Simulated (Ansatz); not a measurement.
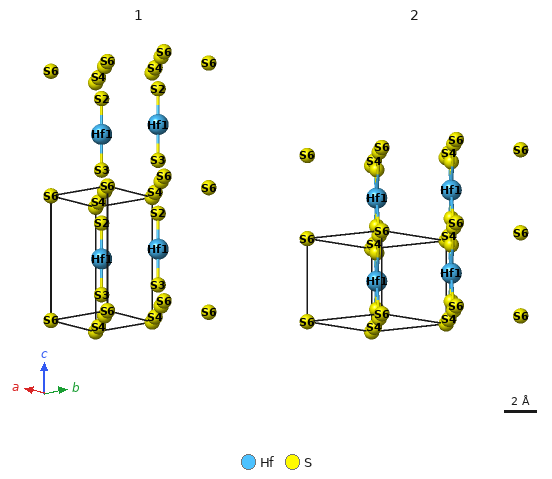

Two geometries of a crystal of HfS5 (a generated structure, set up in Cmmm) (coarse preliminary run), drawn at one scale. One is the start of a relaxation, the other its converged end. A ball-and-stick model of the cell of the calculation, repeated 1 × 2 × 2 with one cell outlined, seen from a free direction.

All numbers below come from DFT PBE, scalar-relativistic, plane waves, PAW (Ansatz 0.2.0). Settings: plane-wave cutoff 420 eV; k-point mesh 4 × 4 × 4; occupations gaussian; smearing width 0.1 eV; no spin polarisation; cell and atoms relaxed; force threshold 0.04 eV/Å; at most 70 steps.

Which geometry has the lower energy?

Answer. Structure 1 is the relaxed one. The largest moves relative to the cell, 0.44 Å, are those of S atoms. Hf stays in place. The drawn cell changes as follows: a = b 5.661 → 5.200 Å (−8.1 %), c 5.408 → 8.109 Å (+49.9 %), γ 104.4° → 77.6°; the volume changes by +27.6 %. Among the contacts that change: Hf–S 3.566 → 5.782 Å, S–S 1.724 → 3.455 Å, Hf–S 3.200 → 4.555 Å, S–S 1.916 → 2.700 Å. Bonds break, among them: Hf–S (3.20 → 4.55 Å), S–S (1.72 → 3.46 Å), S–S (1.92 → 2.70 Å). The space group stays Cmmm (No. 65). After 16 accepted moves (18 points after the start) the energy has fallen by 3256 meV per atom. The largest force component goes from 1.2 to 0.024 eV/Å. Pressure: 57.27 GPa at the start and 0.13 GPa at the end. The SCF was repeated twice at an unchanged geometry on a basis and grid sized afresh for the cell, which shifted the energy by 77.5 meV per atom at most.

Limits of the set-up: layers or molecules are held without a dispersion correction, so their spacing is unreliable.
